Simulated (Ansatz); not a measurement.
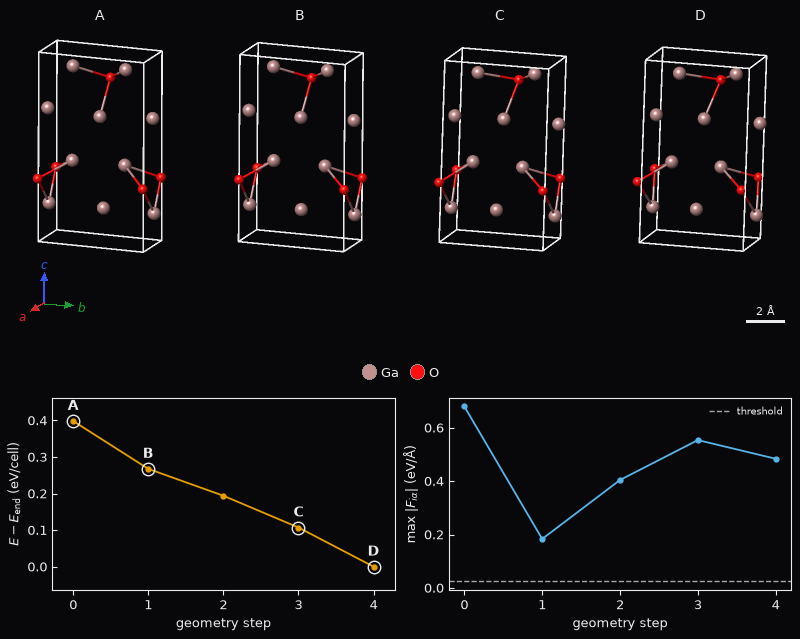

Frames of a relaxation of solid Ga$_{4}$O (a generated structure, set up in P1) (coarse preliminary run), marked on the history of the run. A ball-and-stick model of the cell of the calculation, seen slightly off an axis.

Theory: DFT PBE, scalar-relativistic, plane waves, PAW (Ansatz).

The input:
```yaml
crystal:
  lattice:
    - [0.0214599997, -0.0093880213, 2.8276938263]
    - [6.0257789668, -0.0268426609, 0.0469818976]
    - [-0.0464928524, 10.4188864162, -0.0355988144]
  atoms:
    - { symbol: Ga, position: [0.5327566512, 0.7406302163, 0.4157912438] }
    - { symbol: Ga, position: [0.524312771, 0.2441410596, 0.9120485142] }
    - { symbol: Ga, position: [0.4512009247, 0.0066356194, 0.1709173679] }
    - { symbol: Ga, position: [0.5034326243, 0.4980906061, 0.6569291258] }
    - { symbol: Ga, position: [0.5207849601, 0.2390498168, 0.4129396001] }
    - { symbol: Ga, position: [0.4637329798, 0.7342104332, 0.9152301608] }
    - { symbol: Ga, position: [0.4696152766, 0.5271705793, 0.1737377279] }
    - { symbol: Ga, position: [0.5111032445, 0.0022157228, 0.6761203348] }
    - { symbol: O, position: [0.0082331634, 0.9948632198, 0.3325468617] }
    - { symbol: O, position: [0.0148274044, 0.5129927265, 0.8337390631] }
basis:
  ecutwfc: 420
kpoints:
  mp_grid: { grid: [8, 4, 2] }
hamiltonian:
  xc: pbe
scf:
  occupations: { method: gaussian, width: 0.2 }
  lower_state_search: "off"
output:
  forces: true
  stress: true
  eigenvalues: true
relax:
  adjacent_minimum: "off"
  f_tol: 0.025
  max_steps: 60
  cell: { stress_tol: 0.25 }
```

Command:
```bash
ansatz run input.yaml --threads 1 --pin off --max-ram 2560MiB --backend cpu --events-out ev --progress --plain --runs-dir out
```

### What happens along the run?

The run was cut off at its time limit before the relaxation converged, so the last structure is only a point on the way. Over 4 geometry steps the energy falls by 0.398 eV per cell of the calculation. Largest force component: 0.68 eV/Å at the start, 0.48 eV/Å at the end. Pressure: 1.75 GPa at the start and −1.11 GPa at the end. The largest moves relative to the cell, 0.43 Å, are those of Ga7 and O10. Ga7 goes roughly along [1 −1 0]. By element the largest moves are Ga 0.43 Å, O 0.42 Å. The volume changes by +0.8 %, with a 2.828 → 2.957 Å (+4.6 %), b 6.026 → 6.052 Å (+0.4 %), c 10.419 → 10.057 Å (−3.5 %), α 90.5° → 87.2°, β 90.4° → 91.3°, γ 89.1° → 84.8°. Among the contacts that change: Ga3–O9 2.299 → 2.547 Å, Ga4–O10 2.336 → 2.480 Å, Ga2–O10 2.307 → 2.449 Å, Ga2–O10 (another image) 2.303 → 2.429 Å. Among the angles between lasting bonds that change: Ga4–O10–Ga6 138.4° → 144.8°, O10–Ga6–O10 83.7° → 88.5°, Ga6–O10–Ga6 83.7° → 88.5°. The space group stays P1 (No. 1). From step 0 to 1: Ga7 moves most (0.15 Å), volume −0.6 %, energy −0.131 eV per cell of the calculation. From step 1 to 3: O10 moves most (0.30 Å), volume +0.3 %, energy −0.160 eV per cell of the calculation. From step 3 to 4: O9 moves most (0.12 Å), volume +1.1 %, energy −0.107 eV per cell of the calculation.

Limits of the set-up: layers or molecules are held without a dispersion correction, so their spacing is unreliable.
